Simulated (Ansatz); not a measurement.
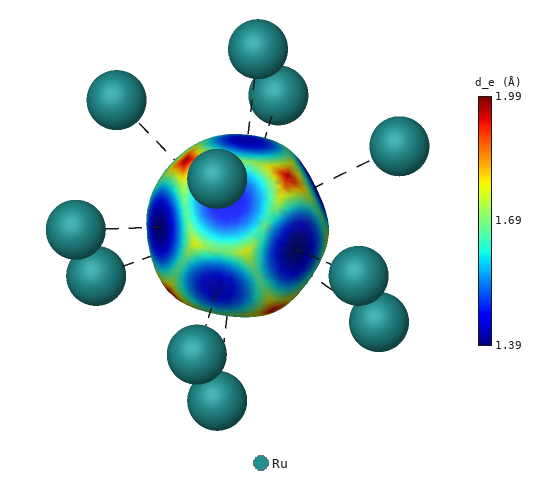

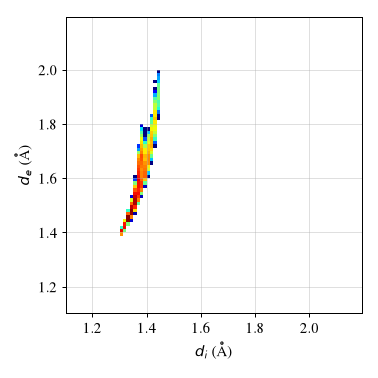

Hirshfeld surface computed for one Ru atom in Ru in space group P6_3/mmc, coloured by d_e. Dashed lines lead to the closest neighbours outside. The second picture is its fingerprint plot, coloured by area on a logarithmic scale (blue little, red much).

The surface is where the fragment's share of the procrystal density (the sum of the densities of spherically averaged neutral Hartree-Fock atoms) equals one half. d_i and d_e are the distances from the surface to the nearest nucleus inside and outside. From Rb on the atoms have core potentials, so only their outer electrons count.

Source of the atomic positions: the input geometry of an electronic-structure calculation (not necessarily at equilibrium).

```yaml
crystal:
  lattice:
    - [2.76833, 0.00000, 0.00000]
    - [-1.38417, 2.39745, 0.00000]
    - [0.00000, 0.00000, 4.34827]
  atoms:
    - { symbol: Ru, position: [0.33333, 0.66667, 0.25000] }
    - { symbol: Ru, position: [0.66667, 0.33333, 0.75000] }
```

What is the shortest distance from the fragment to an atom outside it?

Answer. Ru–Ru, 2.70 Å.

How is the surface shared among contacts (nearest atom inside ··· nearest atom outside)?

Answer. Ru···Ru 100 %. The surface faces 12 neighbours with more than 2 % of its area each: 12 Ru.

Give the size and shape of the surface.

Answer. It encloses about 10.8 Å³, has an area of about 24 Å² and a globularity of 0.99 (1 for a sphere).

Where does the fingerprint reach closest to the origin?

Answer. The smallest d_i + d_e is about 2.7 Å, which belongs to the shortest contact, Ru···Ru at 2.70 Å; d_e runs from 1.39 to 1.99 Å.
